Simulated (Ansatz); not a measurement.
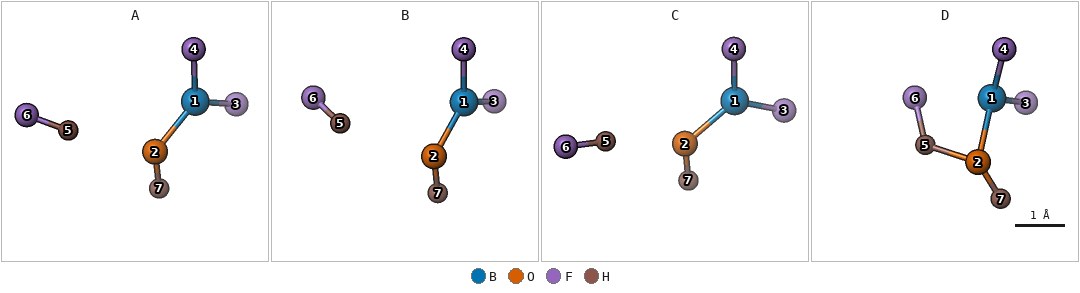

4 geometries from a converged minimum-energy path of BH₂OF₃, shuffled. A ball-and-stick model, seen at a tilt.

Computed with RHF/def2-SVP (Ansatz). Run with 5 movable images; climbing image; force threshold 0.03 eV/Å; iteration limit 60; starting path through a guess of the saddle point.

Which of them lies highest in energy?

D. In order along the path, whose images run from 0 to 6: C (image 0, 0.00 eV), A (image 1, +0.02 eV), B (image 2, +0.04 eV), D (image 4, +1.26 eV). Breaking: B1–O2 (1.34 → 1.48 at the top → 1.84 Å), H5–F6 (0.91 → 1.12 at the top → 2.45 Å). Forming: B1–F6 (3.85 → 1.62 at the top → 1.33 Å), O2–H5 (1.90 → 1.23 at the top → 0.95 Å).

The run took 100 s on 1 thread of Arm Neoverse V1, on a shared host, peak memory 0.26 GiB.
